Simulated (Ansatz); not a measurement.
# Static equation of state of void in Rb2H4Pd (98 atoms)

The cell holds 98 atoms: 28 Rb, 56 H and 14 Pd. Cell: a = 11.729 Å, b = 11.821 Å, c = 16.929 Å, α = 89.8°, β = 88.9°, γ = 91.0°. It derives from Rb2H4Pd (P4_2/mnm, COD entry), repeated 2×2×2. The starting structure: P4_2/mnm (COD entry) Rb2H4Pd (cell 5.827, 5.827, 8.495, 90, 90, 90), 2 x 2 x 2 conventional cells, the 4 Rb, 8 H, 2 Pd nearest the centre removed; not relaxed, displaced by a Gaussian of 0.02 Å. Nearest the centre at fractional (0.520, 0.540, 0.507): Rb68 at 3.79 Å, Rb44 at 3.83 Å, Rb31 at 4.01 Å, Rb55 at 4.55 Å, H46 at 4.65 Å, H48 at 4.84 Å, H24 at 4.90 Å, H37 at 5.02 Å.

Calculated with Ansatz 0.2.0: Kohn-Sham DFT, r2SCAN, PAW (set soft_2), plane waves; cutoff 500 eV, Γ point, gaussian smearing of 0.05 eV. Cell and atoms were relaxed first, to V0 = 23.944 Å³ an atom at a residual P0 = -0.004 GPa. The cell was then scaled evenly, and the atoms were relaxed at each volume.

| volume (Å³/atom) | pressure (GPa) |
| --- | --- |
| 21.549 | 1.034 |
| 22.507 | ? |
| 23.225 | 0.2812 |
| 24.662 | -0.2455 |
| 25.380 | -0.4310 |

Task: Fit the third-order Birch–Murnaghan equation to the rows given and interpolate to the withheld row.

Worked fit:

Take the Eulerian strain f = ½[(V0/V)^(2/3) − 1] and the normalised pressure F = (P − P0) / [3f(1 + 2f)^(5/2)]. The third-order Birch–Murnaghan equation is then the line F = B0 + (3/2)B0(B′ − 4) f, so u = f and v = F.

| u = f | v = F (GPa) |
| --- | --- |
| 0.0363828 | 7.98097 |
| 0.0102568 | 8.80534 |
| -0.00975644 | 8.67276 |
| -0.0190507 | 8.23539 |

With n = 4: mean u = 0.00445813, mean v = 8.42362, Σ(u − ū)² = 0.0018075, Σ(u − ū)(v − v̄) = -0.011034. Slope b = -0.011034 / 0.0018075 = -6.1046; intercept a = v̄ − b ū = 8.4508.

So B0 = a = 8.45 GPa and B′ = 4 + 2b/(3a) = 3.52. At the withheld volume f = 0.02106, F = a + b f = 8.322 GPa, and P = P0 + 3f(1 + 2f)^(5/2) F.

Prediction at 22.507: 0.5789 GPa. The run gave 0.5455 GPa, so the fit is high by 0.033 GPa (6.1 % of the value).

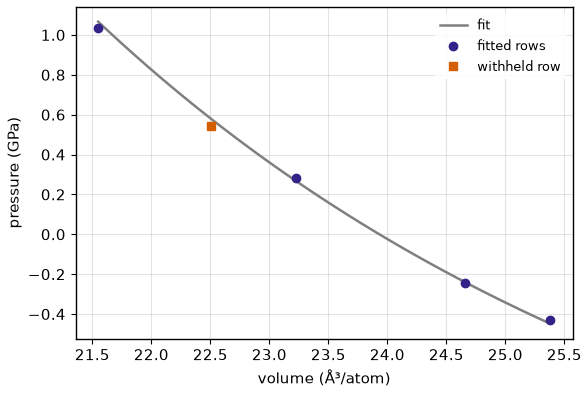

The fit, the rows that it rests on and the withheld row.

The series isn't one smooth equation of state: even a line fitted to all rows, the withheld one included, misses F by up to 5.9 %, the count of bonds changes along the series and an atom moves over 0.5 Å in some relaxation. B0 and B′ are then only the numbers of this fit, not moduli of the material. Among the rows given, the largest miss of the fit is at 21.549, by 0.032 GPa (2.2 % of the range of the table).

Limits: Static cells at zero temperature; the cell shape is held. The program notes that the SCF threshold of these relaxations is loose for the stress. The main run has no spin polarisation, so any moments at edges, vacancies or dangling bonds can't form in it. Only the Γ point is sampled, in a cell whose shortest periodic width is 12 Å.

[Hosts, paths, dates, database ids (printed as entryN), source tags and the programs' standing remarks are cut or masked in the printed files.]
